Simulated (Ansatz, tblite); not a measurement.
**C₈H₂₀O₃Si: rung by rung**

How do method and basis change the picture of C₈H₂₀O₃Si (singlet)?

Program: Ansatz 0.2.0, Gaussian basis. Level of theory: as each input shows. These are calculated values, not measurements.

Plan: GFN1-xTB, GFN2-xTB, PBE-D4/def2-TZVP, r2SCAN-D4/def2-TZVP, revPBE-D4/def2-TZVP, B97M-V/def2-TZVP, PBE-D4/def2-SVP, PBE0-D4/def2-SVP, MP2/def2-SVP.

3 further runs of the same task are left out: 3 that didn't finish. Runs told in other sessions of the task aren't counted.

**1. The geometry**

The geometry is that of the singlet, from an earlier relaxation (PBE-D4/def2-SVP).

32 atoms, charge 0, spin multiplicity 1.

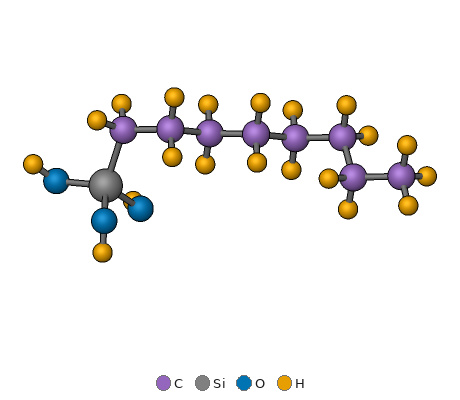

The structure; carbon purple, silicon grey, oxygen blue, hydrogen amber.

Coordinates:

```mol
C8H20O3Si
  3D, bonds by distance, orders not assigned

 32 31  0  0  0  0  0  0  0  0999 V2000
   -4.9370    0.6482   -1.2534 C   0  0
   -3.4211    0.4889   -1.1287 C   0  0
   -2.9924   -0.9291   -0.7317 C   0  0
   -1.4756   -1.1490   -0.6557 C   0  0
   -0.7605   -0.3529    0.4415 C   0  0
    0.7408   -0.6384    0.5231 C   0  0
    1.4570    0.1537    1.6227 C   0  0
    2.9758   -0.0968    1.6807 C   0  0
    3.9659    0.6113    0.2540 Si  0  0
    5.5828    0.1546    0.3556 O   0  0
    3.7157    2.2641    0.3292 O   0  0
    3.5108    0.1224   -1.2861 O   0  0
   -5.2214    1.6805   -1.5424 H   0  0
   -5.4469    0.4181   -0.2940 H   0  0
   -5.3545   -0.0401   -2.0187 H   0  0
   -2.9344    0.7569   -2.0937 H   0  0
   -3.0344    1.2208   -0.3862 H   0  0
   -3.4511   -1.1874    0.2508 H   0  0
   -3.4262   -1.6490   -1.4613 H   0  0
   -1.0178   -0.9023   -1.6410 H   0  0
   -1.2758   -2.2321   -0.4974 H   0  0
   -0.9095    0.7375    0.2779 H   0  0
   -1.2363   -0.5755    1.4245 H   0  0
    0.9000   -1.7279    0.6972 H   0  0
    1.2171   -0.4226   -0.4584 H   0  0
    1.2737    1.2406    1.4732 H   0  0
    0.9996   -0.0980    2.6056 H   0  0
    3.1885   -1.1870    1.7517 H   0  0
    3.4005    0.3521    2.6068 H   0  0
    5.9776    0.2549    1.2389 H   0  0
    3.9923    2.7396   -0.4738 H   0  0
    3.9969   -0.6556   -1.6109 H   0  0
  1  2  8  0
  1 13  8  0
  1 14  8  0
  1 15  8  0
  2  3  8  0
  2 16  8  0
  2 17  8  0
  3  4  8  0
  3 18  8  0
  3 19  8  0
  4  5  8  0
  4 20  8  0
  4 21  8  0
  5  6  8  0
  5 22  8  0
  5 23  8  0
  6  7  8  0
  6 24  8  0
  6 25  8  0
  7  8  8  0
  7 26  8  0
  7 27  8  0
  8  9  8  0
  8 28  8  0
  8 29  8  0
  9 10  8  0
  9 11  8  0
  9 12  8  0
 10 30  8  0
 11 31  8  0
 12 32  8  0
M  END
```

PBE0-D4/def2-TZVP was run before; its log isn't repeated, and its numbers join the tables.

**2. GFN1-xTB**

Tight binding, by tblite at 300 K electronic temperature and without a spin-polarisation term:

```python
tblite.interface.Calculator('GFN1-xTB', numbers, positions, charge=0, uhf=0).singlepoint()
```

Energy -1194.0672 eV, HOMO -11.52 eV, LUMO -3.91 eV; 0.02 s.

**3. GFN2-xTB**

Tight binding, by tblite at 300 K electronic temperature and without a spin-polarisation term:

```python
tblite.interface.Calculator('GFN2-xTB', numbers, positions, charge=0, uhf=0).singlepoint()
```

Energy -1126.5492 eV, HOMO -10.72 eV, LUMO -2.92 eV; 0.015 s.

**4. PBE-D4/def2-TZVP**

start.molden holds the orbitals of an earlier run on this state, given as this run's starting guess.

Input file in.yaml:

```yaml
crystal:
  periodic: [false, false, false]
  atoms:
    - {symbol: C, position_ang: [-4.937001, 0.648185, -1.253445]}
    - {symbol: C, position_ang: [-3.421105, 0.488864, -1.128676]}
    - {symbol: C, position_ang: [-2.992383, -0.929128, -0.731658]}
    - {symbol: C, position_ang: [-1.475628, -1.148983, -0.655737]}
    - {symbol: C, position_ang: [-0.760518, -0.352912, 0.441476]}
    - {symbol: C, position_ang: [0.740753, -0.638389, 0.523075]}
    - {symbol: C, position_ang: [1.457021, 0.153669, 1.622744]}
    - {symbol: C, position_ang: [2.975764, -0.096791, 1.680711]}
    - {symbol: Si, position_ang: [3.965859, 0.611329, 0.253994]}
    - {symbol: O, position_ang: [5.582840, 0.154573, 0.355625]}
    - {symbol: O, position_ang: [3.715735, 2.264059, 0.329182]}
    - {symbol: O, position_ang: [3.510835, 0.122411, -1.286074]}
    - {symbol: H, position_ang: [-5.221397, 1.680460, -1.542372]}
    - {symbol: H, position_ang: [-5.446884, 0.418105, -0.294039]}
    - {symbol: H, position_ang: [-5.354463, -0.040098, -2.018658]}
    - {symbol: H, position_ang: [-2.934402, 0.756934, -2.093712]}
    - {symbol: H, position_ang: [-3.034401, 1.220757, -0.386236]}
    - {symbol: H, position_ang: [-3.451126, -1.187415, 0.250753]}
    - {symbol: H, position_ang: [-3.426212, -1.649040, -1.461297]}
    - {symbol: H, position_ang: [-1.017844, -0.902348, -1.640984]}
    - {symbol: H, position_ang: [-1.275800, -2.232148, -0.497400]}
    - {symbol: H, position_ang: [-0.909460, 0.737453, 0.277904]}
    - {symbol: H, position_ang: [-1.236348, -0.575517, 1.424538]}
    - {symbol: H, position_ang: [0.899972, -1.727927, 0.697199]}
    - {symbol: H, position_ang: [1.217094, -0.422642, -0.458426]}
    - {symbol: H, position_ang: [1.273744, 1.240573, 1.473219]}
    - {symbol: H, position_ang: [0.999565, -0.097974, 2.605644]}
    - {symbol: H, position_ang: [3.188461, -1.187010, 1.751673]}
    - {symbol: H, position_ang: [3.400504, 0.352070, 2.606813]}
    - {symbol: H, position_ang: [5.977574, 0.254884, 1.238878]}
    - {symbol: H, position_ang: [3.992326, 2.739626, -0.473827]}
    - {symbol: H, position_ang: [3.996917, -0.655631, -1.610898]}
basis:
  gaussian: {orbitals: def2-TZVP, initial_orbitals: start.molden}
hamiltonian: {xc: pbe, dispersion: d4}
scf: {omitted_lower_state_checks: [starts]}
output: {orbitals: {seedname: orbitals}}
```

Run with:

```console
> ansatz run in.yaml --threads 4 --pin off --events-out ev --progress --plain --max-ram 6963MiB
```

Standard output:

```text
Functional definition: PBE
  name "PBE"
  cite "Perdew, Burke & Ernzerhof, Phys. Rev. Lett. 77, 3865 (1996) doi:10.1103/PhysRevLett.77.3865"
  parent pbe
  parameter kappa = 0.804
  parameter beta = 0.06672455060314922
  exchange = pbe_x(kappa = kappa, mu = beta*pi^2/3)
  correlation = pbe_c(beta = beta)
these checks for a lower state are left out or cut short: starts
3025 factors; their error is unknown
mean field evaluation 1: about -22629.3770 eV, gradient 1.5e1 eV
mean field evaluation 2: about -22629.6310 eV, gradient 2.5e-1 eV
mean field evaluation 4: about -22629.5318 eV, gradient 1.5e-3 eV
mean field -22629.53180175 eV, -831.6199548666 hartree, gradient 1.3e-5 eV, S^2 0.000000; 0 other end points of the search recorded, 0 dependent functions left out
reference -22629.53187823 eV, -831.6199576772 hartree; 53, 53 occupied and 445, 445 virtual orbitals, 3025 factors
Total energy: -22630.30676858 eV, -831.6484343726 hartree
Checks for a lower state left out: starts
```

Run time: 8 s. Hardware: 4 threads of Arm Neoverse V2, shared host; peak memory 1.2 GiB.

HOMO -6.74 eV, LUMO -0.40 eV.

**5. r2SCAN-D4/def2-TZVP**

Edit in.yaml of step 4 so:

```diff
@@ -37,3 +37,3 @@
   gaussian: {orbitals: def2-TZVP, initial_orbitals: start.molden}
-hamiltonian: {xc: pbe, dispersion: d4}
+hamiltonian: {xc: r2scan, dispersion: d4}
 scf: {omitted_lower_state_checks: [starts]}
```

The command is unchanged.

Standard output:

```text
Functional definition: r2SCAN
  name "r2SCAN"
  cite "Furness, Kaplan, Ning, Perdew & Sun, J. Phys. Chem. Lett. 11, 8208 (2020) doi:10.1021/acs.jpclett.0c02405"
  cite "Furness, Kaplan, Ning, Perdew & Sun, J. Phys. Chem. Lett. 11, 9248 (2020) doi:10.1021/acs.jpclett.0c03077"
  parent r2scan
  parameter k0 = 0.174
  parameter k1 = 0.065
  parameter a1 = 4.9479
  exchange = r2scan_x(k0 = k0, k1 = k1, a1 = a1)
  correlation = r2scan_c
these checks for a lower state are left out or cut short: starts
3025 factors; their error is unknown
mean field evaluation 1: about -22643.4197 eV, gradient 8.1e0 eV
mean field evaluation 2: about -22643.5001 eV, gradient 8.2e-2 eV
mean field evaluation 4: about -22643.4116 eV, gradient 1.0e-3 eV
mean field -22643.41157940 eV, -832.1300272874 hartree, gradient 1.0e-5 eV, S^2 0.000000; 0 other end points of the search recorded, 0 dependent functions left out
reference -22643.41160035 eV, -832.1300280572 hartree; 53, 53 occupied and 445, 445 virtual orbitals, 3025 factors
Total energy: -22643.63290725 eV, -832.1381609357 hartree
Checks for a lower state left out: starts
```

Wall time 16 s (4 threads of Arm Neoverse V2, shared host); peak memory 1.3 GiB.

From the report: HOMO -7.04 eV, LUMO 0.29 eV.

**6. revPBE-D4/def2-TZVP**

Edit in.yaml of step 5 so:

```diff
@@ -37,4 +37,4 @@
   gaussian: {orbitals: def2-TZVP, initial_orbitals: start.molden}
-hamiltonian: {xc: r2scan, dispersion: d4}
+hamiltonian: {xc: {name: revPBE}, dispersion: d4}
 scf: {omitted_lower_state_checks: [starts]}
-output: {orbitals: {seedname: orbitals}}
+output: {forces: true, orbitals: {seedname: orbitals}}
```

Same command.

Standard output, cut to the lines that bear on the results:

```text
Functional definition: revPBE
  name "revPBE"
  cite "Zhang & Yang, Phys. Rev. Lett. 80, 890 (1998) doi:10.1103/PhysRevLett.80.890"
  cite "Perdew, Burke & Ernzerhof, Phys. Rev. Lett. 77, 3865 (1996) doi:10.1103/PhysRevLett.77.3865"
[...]
3025 factors; their error is unknown
[...]
mean field -22645.64944784 eV, -832.2122674356 hartree, gradient 9.4e-6 eV, S^2 0.000000; 0 other end points of the search recorded, 0 dependent functions left out
[...]
reference -22645.64954399 eV, -832.2122709692 hartree; 53, 53 occupied and 445, 445 virtual orbitals, 3025 factors
Total energy: -22648.07647239 eV, -832.3014589426 hartree
Atom 0 at    -4.937001     0.648185    -1.253445 Å, force    -0.373502    -0.004972    -0.024778 eV/Å
Atom 1 at    -3.421105     0.488864    -1.128676 Å, force     0.332874     0.299857    -0.039940 eV/Å
[...]
Atom 23 at     0.899972    -1.727927     0.697199 Å, force    -0.046066     0.261250    -0.024209 eV/Å
Atom 24 at     1.217094    -0.422642    -0.458426 Å, force    -0.172188    -0.038862     0.269291 eV/Å
Atom 25 at     1.273744     1.240573     1.473219 Å, force     0.034642    -0.282773     0.030369 eV/Å
Atom 26 at     0.999565    -0.097974     2.605644 Å, force     0.119953     0.041483    -0.232120 eV/Å
Atom 27 at     3.188461    -1.187010     1.751673 Å, force    -0.065635     0.260295    -0.029240 eV/Å
Atom 28 at     3.400504     0.352070     2.606813 Å, force    -0.107631    -0.090445    -0.205370 eV/Å
Atom 29 at     5.977574     0.254884     1.238878 Å, force    -0.030776    -0.011404    -0.132494 eV/Å
Atom 30 at     3.992326     2.739626    -0.473827 Å, force    -0.031019    -0.033899     0.115376 eV/Å
Atom 31 at     3.996917    -0.655631    -1.610898 Å, force    -0.063954     0.126708     0.042140 eV/Å
Dipole moment:     0.205493    -0.148583     0.129303 e Å
Checks for a lower state left out: starts
```

Wall time 11 s (4 threads of Arm Neoverse V2, shared host); peak memory 1.2 GiB.

HOMO -6.68 eV, LUMO -0.29 eV.

**7. B97M-V/def2-TZVP**

Edit in.yaml of step 6 so:

```diff
@@ -37,4 +37,4 @@
   gaussian: {orbitals: def2-TZVP, initial_orbitals: start.molden}
-hamiltonian: {xc: {name: revPBE}, dispersion: d4}
+hamiltonian: {xc: {name: B97M-V}}
 scf: {omitted_lower_state_checks: [starts]}
-output: {forces: true, orbitals: {seedname: orbitals}}
+output: {orbitals: {seedname: orbitals}}
```

The command is unchanged.

Standard output, cut to the lines that bear on the results:

```text
Functional definition: B97M-V
  name "B97M-V"
  cite "Mardirossian & Head-Gordon, J. Chem. Phys. 142, 074111 (2015) doi:10.1063/1.4907719"
  cite "Becke, J. Chem. Phys. 107, 8554 (1997) doi:10.1063/1.475007"
  cite "Vydrov & Van Voorhis, J. Chem. Phys. 133, 244103 (2010) doi:10.1063/1.3521275"
  # Of w^i u^j: cxij and so on, Table III.
[...]
  gx(w, u) = cx00 + cx01*u + cx02*u^2 + (cx10 + cx11*u)*w
  gss(w, u) = css00 + css02*u^2 + css10*w + (css32*w^3 + css42*w^4)*u^2
  gos(w, u) = cos00 + cos01*u + cos03*u^3 + cos10*w + cos32*w^3*u^2
[...]
      + integral(e_c_pw_mod_opposite_spin*gos(b97_w_opposite, b97_u_opposite)) + vv10(b, c)
[...]
3025 factors; their error is unknown
[...]
mean field -22648.80384215 eV, -832.3281892885 hartree, gradient 8.3e-5 eV, S^2 0.000000; 0 other end points of the search recorded, 0 dependent functions left out
reference -22648.80394688 eV, -832.3281931371 hartree; 53, 53 occupied and 445, 445 virtual orbitals, 3025 factors
Total energy: -22648.80394688 eV, -832.3281931371 hartree
Checks for a lower state left out: starts
```

Run time: 41 s. Hardware: 4 threads of Arm Neoverse V2, shared host; peak memory 1.5 GiB.

From the report: HOMO -7.15 eV, LUMO -0.19 eV.

**8. PBE-D4/def2-SVP**

Edit in.yaml of step 7 so:

```diff
@@ -36,4 +36,4 @@
 basis:
-  gaussian: {orbitals: def2-TZVP, initial_orbitals: start.molden}
-hamiltonian: {xc: {name: B97M-V}}
+  gaussian: {orbitals: def2-SVP, initial_orbitals: start.molden}
+hamiltonian: {xc: pbe, dispersion: d4}
 scf: {omitted_lower_state_checks: [starts]}
```

Same command.

Standard output:

```text
Functional definition: PBE
  name "PBE"
  cite "Perdew, Burke & Ernzerhof, Phys. Rev. Lett. 77, 3865 (1996) doi:10.1103/PhysRevLett.77.3865"
  parent pbe
  parameter kappa = 0.804
  parameter beta = 0.06672455060314922
  exchange = pbe_x(kappa = kappa, mu = beta*pi^2/3)
  correlation = pbe_c(beta = beta)
these checks for a lower state are left out or cut short: starts
3049 factors; their error is unknown
mean field evaluation 1: about -22609.1046 eV, gradient 1.5e1 eV
mean field evaluation 2: about -22609.6958 eV, gradient 4.3e-1 eV
mean field evaluation 4: about -22609.5398 eV, gradient 1.1e-3 eV
mean field -22609.53978225 eV, -830.8852617011 hartree, gradient 1.8e-5 eV, S^2 0.000000; 0 other end points of the search recorded, 0 dependent functions left out
reference -22609.53983756 eV, -830.8852637338 hartree; 53, 53 occupied and 219, 219 virtual orbitals, 3049 factors
Total energy: -22610.31472792 eV, -830.9137404292 hartree
Checks for a lower state left out: starts
```

Wall time 4 s (4 threads of Arm Neoverse V2, shared host).

From the report: HOMO -6.50 eV, LUMO 0.17 eV.

**9. PBE0-D4/def2-SVP**

Edit in.yaml of step 8 so:

```diff
@@ -37,3 +37,3 @@
   gaussian: {orbitals: def2-SVP, initial_orbitals: start.molden}
-hamiltonian: {xc: pbe, dispersion: d4}
+hamiltonian: {xc: pbe0, dispersion: d4}
 scf: {omitted_lower_state_checks: [starts]}
```

The command is unchanged.

Standard output:

```text
Functional definition: PBE0
  name "PBE0"
  cite "Adamo & Barone, J. Chem. Phys. 110, 6158 (1999) doi:10.1063/1.478522"
  cite "Perdew, Burke & Ernzerhof, Phys. Rev. Lett. 77, 3865 (1996) doi:10.1103/PhysRevLett.77.3865"
  parent pbe
  parameter a = 0.25
  parameter kappa = 0.804
  parameter beta = 0.06672455060314922
  exchange = (1 - a)*pbe_x(kappa = kappa, mu = beta*pi^2/3) + a*exact_x
  correlation = pbe_c(beta = beta)
these checks for a lower state are left out or cut short: starts
3049 factors; their error is unknown
mean field evaluation 1: about -22611.9052 eV, gradient 1.3e1 eV
mean field evaluation 2: about -22612.2909 eV, gradient 2.8e-1 eV
mean field evaluation 4: about -22612.3049 eV, gradient 5.9e-4 eV
mean field -22612.30492183 eV, -830.9868787065 hartree, gradient 1.1e-5 eV, S^2 0.000000; 0 other end points of the search recorded, 0 dependent functions left out
reference -22612.30496445 eV, -830.9868802729 hartree; 53, 53 occupied and 219, 219 virtual orbitals, 3049 factors
Total energy: -22612.96675541 eV, -831.0112006420 hartree
Checks for a lower state left out: starts
```

Wall time 8 s (4 threads of Arm Neoverse V2, shared host); peak memory 1.6 GiB.

Report: HOMO -8.01 eV, LUMO 1.10 eV.

**10. MP2/def2-SVP**

Edit in.yaml of step 9 so:

```diff
@@ -37,3 +37,3 @@
   gaussian: {orbitals: def2-SVP, initial_orbitals: start.molden}
-hamiltonian: {xc: pbe0, dispersion: d4}
+correlation: {method: mp2}
 scf: {omitted_lower_state_checks: [starts]}
```

Launched as before.

Standard output:

```text
Functional definition: HF
  name "HF"
  cite "Fock, Z. Phys. 61, 126 (1930) doi:10.1007/BF01340294"
  parent pbe
  exchange = exact_x
  correlation = 0
these checks for a lower state are left out or cut short: starts
2770 factors; integrals over basis functions are off by at most 1.3e-3 eV
mean field evaluation 1: about -22523.4569 eV, gradient 3.2e1 eV
mean field evaluation 2: about -22525.1294 eV, gradient 1.4e0 eV
mean field evaluation 4: about -22525.1473 eV, gradient 6.2e-2 eV
mean field evaluation 8: about -22525.1473 eV, gradient 2.4e-6 eV
mean field -22525.14729008 eV, -827.7838948174 hartree, gradient 2.4e-6 eV, S^2 0.000000; 0 other end points of the search recorded, 0 dependent functions left out
16 core orbitals not correlated: weight in the atoms' cores, before any rotation towards them, 1.000 or more for the frozen orbitals, at most 0.000 for the correlated occupied ones
reference -22525.14729008 eV, -827.7838948174 hartree; 37, 37 occupied and 219, 219 virtual orbitals, 2770 factors
second order -49.22709660 eV of doubles, -0.00000000 eV of singles
Total energy: -22574.37438668 eV, -829.5929572501 hartree
Checks for a lower state left out: starts
```

Wall time 8 s (4 threads of Arm Neoverse V2, shared host); peak memory 0.99 GiB.

Hartree-Fock HOMO -11.57 eV, LUMO 4.21 eV.

**11. Comparison**

| level | functions | HOMO (eV) | LUMO (eV) | gap (eV) | time |
| --- | --- | --- | --- | --- | --- |
| PBE-D4/def2-SVP | 272 | -6.50 | 0.17 | 6.67 | 4 s |
| PBE-D4/def2-TZVP | 498 | -6.74 | -0.40 | 6.34 | 8 s |
| revPBE-D4/def2-TZVP | 498 | -6.68 | -0.29 | 6.39 | 11 s |
| r2SCAN-D4/def2-TZVP | 498 | -7.04 | 0.29 | 7.32 | 16 s |
| B97M-V/def2-TZVP | 498 | -7.15 | -0.19 | 6.97 | 41 s |
| PBE0-D4/def2-SVP | 272 | -8.01 | 1.10 | 9.11 | 8 s |
| PBE0-D4/def2-TZVP | 498 | -8.15 | 0.48 | 8.63 | 32 s |

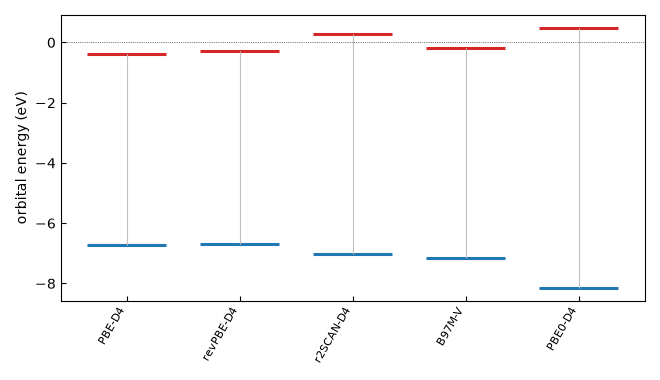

Highest filled (blue) and lowest empty (red) level in def2-TZVP.

The pieces so far (eV):

| basis | HF | MP2 correlation | total |
| --- | --- | --- | --- |
| def2-SVP | -22525.1473 | -49.2271 | -22574.3744 (MP2) |

**12. Binding energy**

Free atoms were run apart at each level; binding is atoms less cluster, divided by the number of atoms, without zero-point or spin-orbit terms.

| level | binding an atom (eV) |
| --- | --- |
| HF/def2-SVP | 3.166 |
| PBE-D4/def2-SVP | 4.305 |
| PBE-D4/def2-TZVP | 4.283 |
| revPBE-D4/def2-TZVP | 4.188 |
| r2SCAN-D4/def2-TZVP | 4.217 |
| B97M-V/def2-TZVP | 4.205 |
| PBE0-D4/def2-SVP | 4.246 |
| PBE0-D4/def2-TZVP | 4.222 |
| MP2/def2-SVP | 4.068 |

**13. Results**

```
                                                 quantity                                 value
gap in def2-TZVP, named functionals, smallest and largest   6.34 eV (PBE-D4), 8.63 eV (PBE0-D4)
                         correlation energy, MP2/def2-SVP                             -49.23 eV
                binding an atom, functionals in def2-TZVP  4.19 (revPBE-D4) to 4.28 eV (PBE-D4)
          PBE0 total energy, smallest basis above largest        19.66 eV (def2-SVP, def2-TZVP)
```

**Reading.** Over the named functionals in def2-TZVP the gap runs from 6.34 eV (PBE-D4) to 8.63 eV (PBE0-D4); exact exchange widens it.

The slowest run with a step of its own, B97M-V/def2-TZVP, took 41 s; the quickest functional in def2-TZVP took 8 s (shared host).
